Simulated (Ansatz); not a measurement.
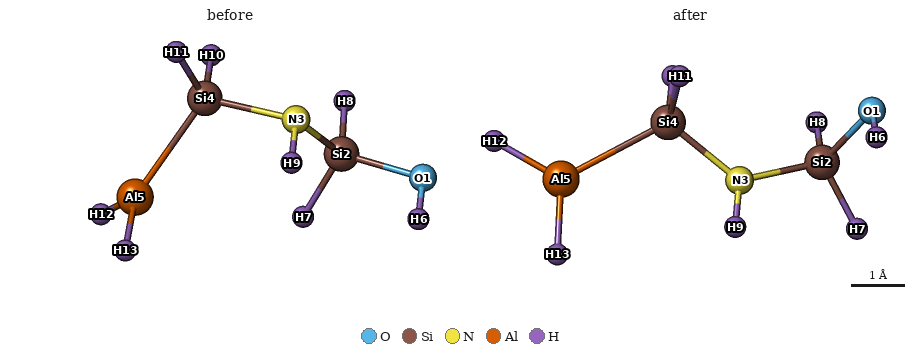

The structure of AlSi2NH8O before (left) and after (right) a relaxation, at one scale.

The picture is a ball-and-stick view, seen at a tilt.

The run prepares the start of a later molecular dynamics calculation, from a guessed geometry.

Theory: RKS BHLYP/STO-3G in Ansatz. (no spin polarisation; force threshold 0.02 eV/Å; at most 40 steps)

What changed between the two?

Answer. After 26 accepted moves (32 points after the start) the energy has fallen by 0.765 eV. The largest force component goes from 2.4 to 0.017 eV/Å. The line search rejected the trial steps at points 8, 20, 21, 23, 29, 31 of the run. The forces were under the threshold at step 24, but the run went on from there. H12 moves most after the best rigid fit: 2.33 Å. Largest moves by element: H 2.33 Å, N 1.46 Å, O 1.36 Å, Al 0.78 Å, Si 0.51 Å. Near-neighbour distances that change, for instance: N3–H9 1.107 → 1.024 Å, N3–Si4 1.829 → 1.748 Å, Al5–H12 1.568 → 1.489 Å, Si4–H10 1.506 → 1.438 Å. Among the angles between lasting bonds that change: Si2–N3–Si4 109.9° → 127.7°, Si4–N3–H9 104.9° → 115.5°, Si2–N3–H9 107.2° → 115.3°. Groups turn about Si4–Al5 by about 40°.

Limits of the set-up: STO-3G is a minimal basis, so the numbers are rough.
